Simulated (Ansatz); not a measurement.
Base system: SrTiO3 in the cubic perovskite structure (space group Pm-3m, No. 221; a = 3.907 Å).

Now apply this change: hole doping at 3.0×10^21 cm⁻³ (0.179 per cell), with a uniform compensating background at fixed cell and a 300 K Fermi–Dirac width.

Computed with r2SCAN (Ansatz, a quantum-chemistry and plane-wave program, PAW, no spin-orbit coupling).

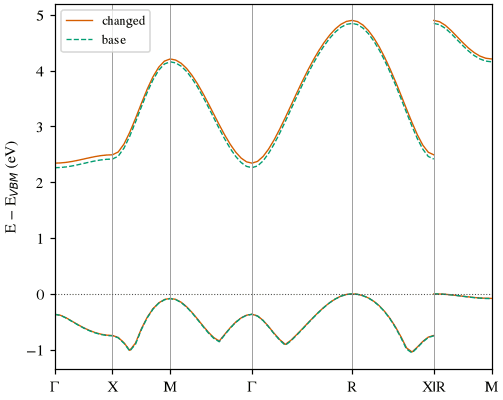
Fig. 1. Highest valence and lowest conduction band along the path, each from its own valence-band maximum

Read the changed gap and its character from the plot.

About 2.3 eV, indirect, R → Γ.

Carriers are added with a uniform compensating background; total energy and stress of such cells depend on the potential's zero and are not compared; many-body gap narrowing is missing at this level. Whether these cells are dynamically stable was not tested. The final runs are not spin-polarised. Many cubic perovskites are stable only at high temperature; tilts and polar distortions were not tested.
